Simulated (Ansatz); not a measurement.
**CF3 (trifluoromethyl radical): methods side by side**

CF3: 4 atoms, total charge 0, spin state doublet. SMILES: `F[C](F)F`. Geometry: optimised at PBE0/def2-SVP.

```xyz
4

F    -1.2258    0.0247    0.2647
C    -0.0393   -0.0592   -0.2854
F     0.6579   -1.0435    0.2267
F     0.6072    1.0780   -0.2059
```

Each level gives the dissociation energy of the F4–C2 bond into doublet F and singlet CF2 (shapes relaxed at PBE0/def2-SVP, no zero-point term) (eV). The values are calculated.

| level | kind | program | value (eV) | less CCSD(T)/def2-TZVPP | CPU time (all runs) |
| --- | --- | --- | --- | --- | --- |
| UHF/def2-TZVPP | Hartree–Fock | Ansatz | 2.83 | -0.81 | 2.1 s |
| UBLYP/def2-TZVPP | GGA | Ansatz | 3.80 | +0.16 | 3.8 s |
| U-r2SCAN/def2-TZVPP | meta-GGA | Ansatz | 4.13 | +0.49 | 6.6 s |
| UB3LYP/def2-TZVPP | global hybrid | Ansatz | 3.80 | +0.16 | 4.2 s |
| U-wB97M-V/def2-TZVPP | range-separated hybrid | Ansatz | 3.70 | +0.06 | 12 s |
| UB2PLYP/def2-TZVPP | double hybrid | Ansatz | 3.80 | +0.16 | 7.3 s |
| RPA@PBE/def2-TZVPP | RPA | Ansatz | 3.15 | -0.49 | 6.9 s |
| UCCSD(T)/def2-TZVPP | coupled cluster or CI | Ansatz | 3.64 | 0.00 | 83 s |

UCCSD(T)/def2-TZVPP is the highest level here, not the true value. The values span 2.83 to 4.13 eV. Hartree–Fock misses the correlation of the electron pair that is broken and comes out low. A fragment with an even electron count was run as a singlet and may have a lower triplet. Measured bond enthalpies also hold zero-point and thermal terms, a few tenths of an eV less. Times are those of the runs behind each value, whatever else they computed, on shared processors of several kinds: orders of magnitude only.

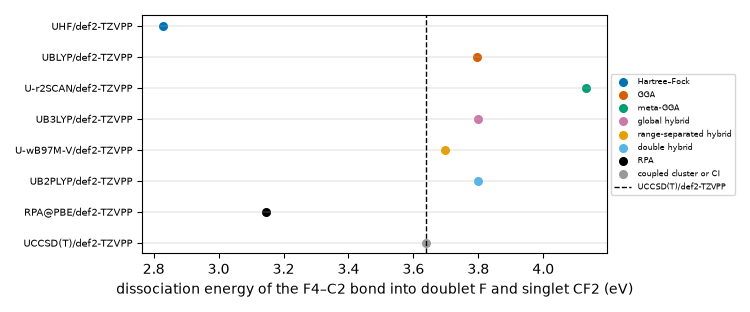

The values of the table, level by level.
